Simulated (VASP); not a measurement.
Band structure of HfO₂ (space group Fm-3m). All values below come from PBEsol GGA with spin-orbit coupling, VASP's PBE PAW potentials (set 64) (plane waves; VASP).

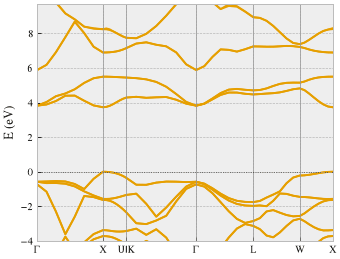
Fig. 1. Bands along high-symmetry lines, zero at the valence-band maximum or, without a gap, the Fermi level

Q: Read the plot: is there a gap, and where are the band edges?

A: The gap is direct, 3.73 eV, from the valence maximum at X to the conduction minimum at X.

The structure comes from a measured HfO2 entry (Fm-3m) of the Crystallography Open Database, whose conditions weren't checked. It was relaxed first, which changed the volume by -5 %.
